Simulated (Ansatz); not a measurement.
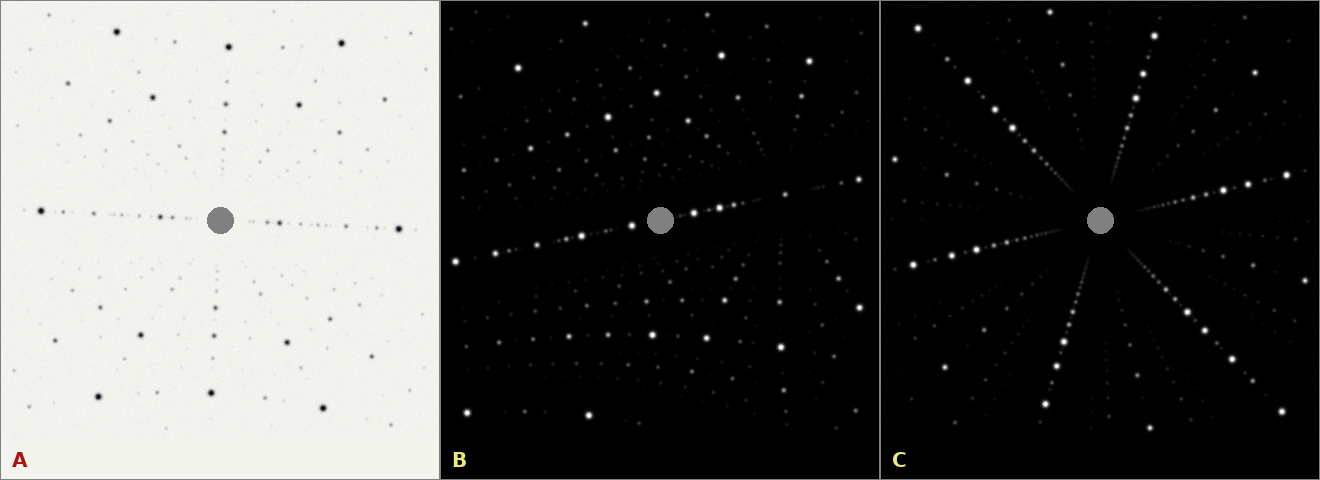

Simulated back-reflection Laue patterns (white X-rays, 0.45 to 2.2 Å, flat plate covering ±45° about the beam, kinematic intensities, seen from the source). Crystal: Mg, space group P6_3/mmc (No. 194), a = 3.20 Å, c = 5.19 Å (hexagonal axes). Structure: the input geometry of an electronic-structure calculation (not necessarily at equilibrium).

```cif
data_structure
_symmetry_space_group_name_H-M 'P6_3/mmc'
_symmetry_Int_Tables_number 194
_cell_length_a 3.1953
_cell_length_b 3.1953
_cell_length_c 5.1879
_cell_angle_alpha 90.000
_cell_angle_beta 90.000
_cell_angle_gamma 120.000
_cell_volume 45.87
loop_
_atom_site_label
_atom_site_type_symbol
_atom_site_symmetry_multiplicity
_atom_site_Wyckoff_symbol
_atom_site_fract_x
_atom_site_fract_y
_atom_site_fract_z
_atom_site_occupancy
Mg1 Mg 2 c 0.33333 0.66667 0.25000 1
```

> The directions [001], [210], [211] point towards the source, in some order. Which is which?

A: [210], symmetry 2mm (a twofold axis with two mirror lines). B: [211], symmetry m (one mirror line). C: [001], symmetry 6mm (a sixfold axis with mirror lines). The Laue class is 6/mmm.
